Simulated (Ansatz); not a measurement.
Profile along the Tl–Tl line in Tl (hcp, Mg type)

Tl (hcp, Mg type)

```
Tl
1.0
    3.51996     0.00000     0.00000
   -1.75998     3.04838     0.00000
    0.00000     0.00000     5.60163
Tl
2
Cartesian
  0.00000   2.03225   4.20122
  1.75998   1.01613   1.40041
```

Fields along a shortest Tl–Tl line of a (1 -1 0 0) plane (3.52 Å), from Tl to Tl, interpolated on the slice's grid (step about 0.2 Å). Computed with r2SCAN (plane waves to 500 eV, PAW, scalar-relativistic; Ansatz, a quantum-chemistry and plane-wave program). k mesh 15×15×9. Near the nuclei the fields are pseudised (PAW); where an atom keeps semicore shells as valence, they peak there. Spin-orbit coupling is left out, though Tl is heavy. Tl was relaxed with its symmetry unable to fall.

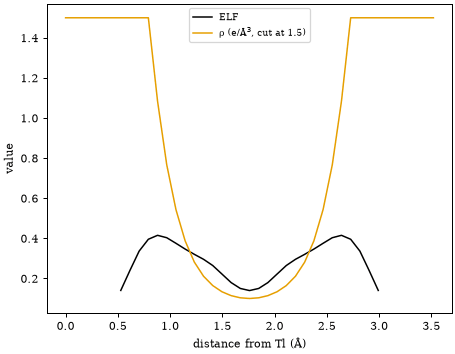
Fig. 1. ELF (away from the nuclei) and valence density from Tl to Tl.

Density on the Tl–Tl line (3.52 Å) at its midpoint: 0.10 e/Å³. ELF at that point: 0.14.
